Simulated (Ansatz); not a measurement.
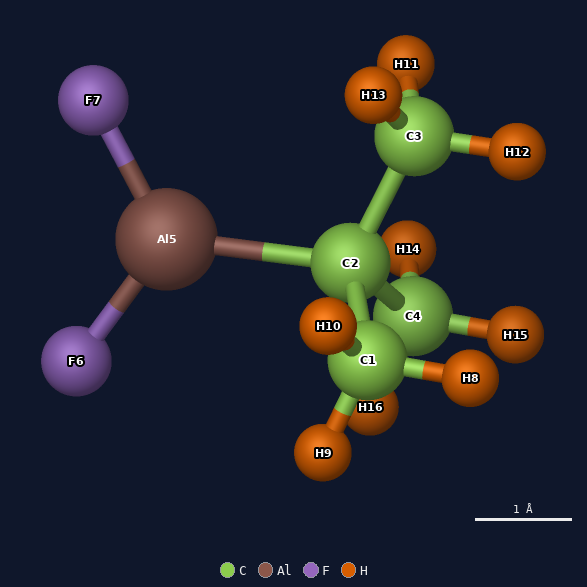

**Figure 1.** The input geometry (ball-and-stick view, seen at a tilt; atoms are numbered from 1 in the order of the input). Sticks mark near contacts.

**Single-point calculation, with input and output: C₄H₉AlF₂**

C₄H₉AlF₂, computed with RKS PBE0-D4/def2-TZVPP (Ansatz 0.2.0).

The geometry comes from this level: PBE0-D4/def2-TZVP.

### What the program printed
```
Functional definition: PBE0
  name "PBE0"
  cite "Adamo & Barone, J. Chem. Phys. 110, 6158 (1999) doi:10.1063/1.478522"
  cite "Perdew, Burke & Ernzerhof, Phys. Rev. Lett. 77, 3865 (1996) doi:10.1103/PhysRevLett.77.3865"
  parent pbe
  parameter a = 0.25
  parameter kappa = 0.804
  parameter beta = 0.06672455060314922
  exchange = (1 - a)*pbe_x(kappa = kappa, mu = beta*pi^2/3) + a*exact_x
  correlation = pbe_c(beta = beta)
1863 factors; their error is unknown
mean field evaluation 1: about -16305.3933 eV, gradient 8.7e1 eV
mean field evaluation 2: about -16291.2323 eV, gradient 1.2e2 eV
mean field evaluation 4: about -16320.7148 eV, gradient 4.5e0 eV
mean field evaluation 8: about -16320.7640 eV, gradient 9.3e-2 eV
mean field evaluation 16: about -16320.7729 eV, gradient 7.2e-5 eV
mean field -16320.77291476 eV, -599.7773420001 hartree, gradient 7.2e-5 eV, S^2 0.000000; 0 other end points of the search recorded, 0 dependent functions left out
reference -16320.77295479 eV, -599.7773434711 hartree; 32, 32 occupied and 322, 322 virtual orbitals, 1863 factors
Total energy: -16321.07764645 eV, -599.7885406832 hartree
```

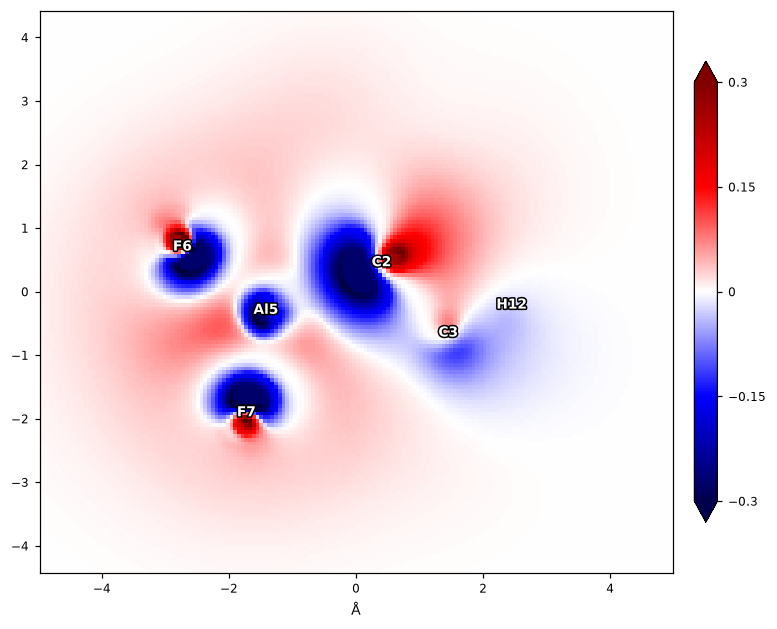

**Figure 2.** The LUMO on the plane of atoms C2, Al5 and F6 (values in Å⁻³ᐟ²; the overall sign is arbitrary). By Hirshfeld shares it lies mainly on Al5 (55 %) and C2 (10 %). Its energy is −0.55 eV.

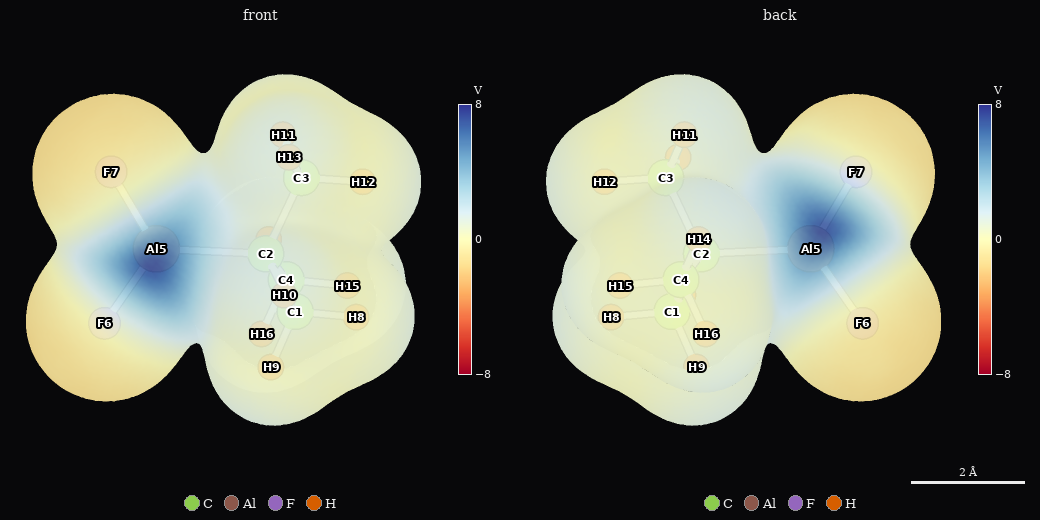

**Figure 3.** The electrostatic potential painted on the density surface at 0.004 e/bohr³, seen at a tilt and from behind; red is negative and blue positive.

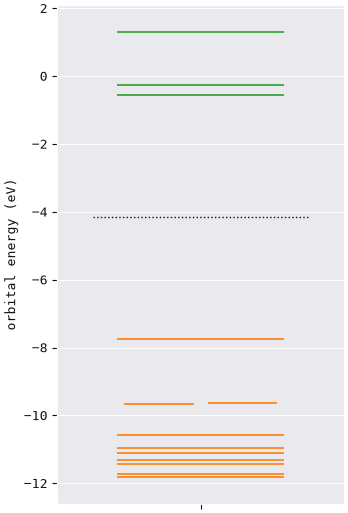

**Figure 4.** Orbital energies near the frontier; the dotted line parts filled from empty levels, and levels within 0.02 eV of each other stand side by side. Highest filled −7.76 eV, lowest empty −0.55 eV, 7.21 eV apart.

This output came from the following input.

### Input
```yaml
crystal:
  periodic: [false, false, false]
  atoms:
    - {symbol: C, position_ang: [0.358455, 0.684947, 1.314691]}
    - {symbol: C, position_ang: [0.012934, -0.017566, -0.002261]}
    - {symbol: C, position_ang: [1.069032, -1.076406, -0.311655]}
    - {symbol: C, position_ang: [-1.359221, -0.683290, 0.139713]}
    - {symbol: Al, position_ang: [-0.078425, 1.326311, -1.426322]}
    - {symbol: F, position_ang: [-1.165297, 2.560544, -1.345500]}
    - {symbol: F, position_ang: [0.901238, 1.304014, -2.748796]}
    - {symbol: H, position_ang: [0.365151, -0.046663, 2.134207]}
    - {symbol: H, position_ang: [-0.369840, 1.458014, 1.575818]}
    - {symbol: H, position_ang: [1.349446, 1.148998, 1.291904]}
    - {symbol: H, position_ang: [0.854669, -1.616647, -1.237665]}
    - {symbol: H, position_ang: [1.105025, -1.816204, 0.499389]}
    - {symbol: H, position_ang: [2.069886, -0.647085, -0.407667]}
    - {symbol: H, position_ang: [-1.647711, -1.238719, -0.758095]}
    - {symbol: H, position_ang: [-1.337808, -1.402763, 0.969611]}
    - {symbol: H, position_ang: [-2.150335, 0.039916, 0.356827]}
basis:
  gaussian: {orbitals: def2-TZVPP}
hamiltonian: {xc: pbe0, dispersion: d4}
output: {orbitals: {seedname: orbitals}}
```

Command:
```bash
ansatz run in.yaml --threads 4 --pin off --events-out ev --progress --plain --max-ram 11315MiB
```

### Key numbers

| quantity | value |
| --- | --- |
| outcome | converged |
| total energy | −16321.0776 eV |
| mean-field energy | −16320.7730 eV |
| dispersion energy | −0.3047 eV |
| SCF solution under orbital rotations | stable |
| HOMO | −7.76 eV |
| LUMO | −0.55 eV |
| hardware | 4 threads of Arm Neoverse V1, 23 GiB of memory available, shared host |
| wall time | 14 s (CPU time 37 s) |
| peak memory | 1.2 GiB |
